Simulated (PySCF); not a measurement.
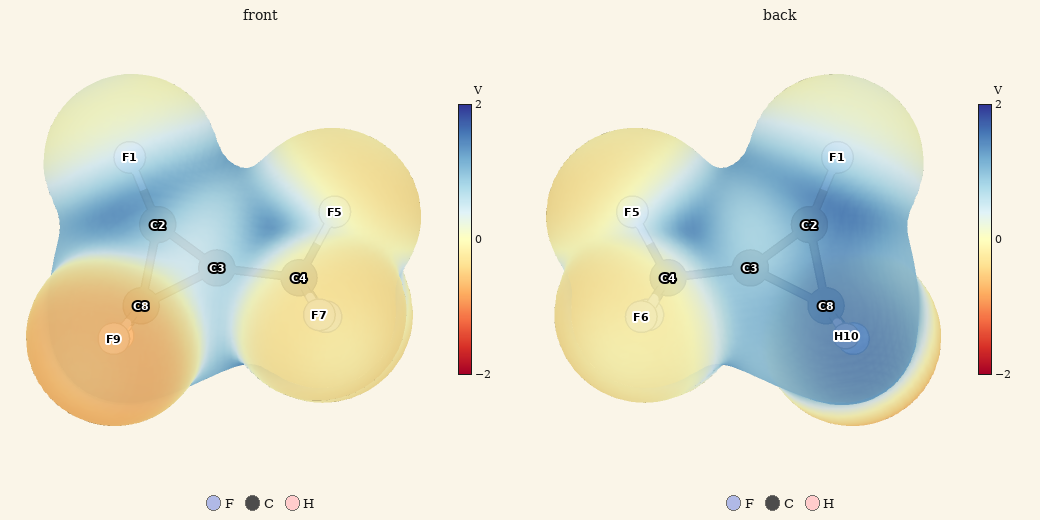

*C4HF5. The electrostatic potential painted on the density surface at 0.002 e/bohr³, seen from the front and from behind; the colour scale runs from red (negative) to blue (positive).*

Geometry: GFN2-xTB.

These are results of B3LYP/def2-SVPD, SCF density, gas phase (PySCF), not measurements.

```tsv
atom	x (Å)	y (Å)	z (Å)
F	-1.8047	1.8130	-0.4847
C	-1.1519	0.7267	-0.2059
C	-0.0051	0.1117	-0.0790
C	1.4738	0.1221	-0.1253
F	1.9462	1.3069	-0.5272
F	1.9440	-0.7978	-0.9811
F	2.0209	-0.1405	1.0651
C	-1.2524	-0.6866	0.2142
F	-1.5517	-0.9570	1.5159
H	-1.6102	-1.4937	-0.4145
```

**Where is the surface potential most negative and most positive?**

The most negative region (about −0.7 V) lies over F9, the most positive (about +1.5 V) over C2, C4 and H10.
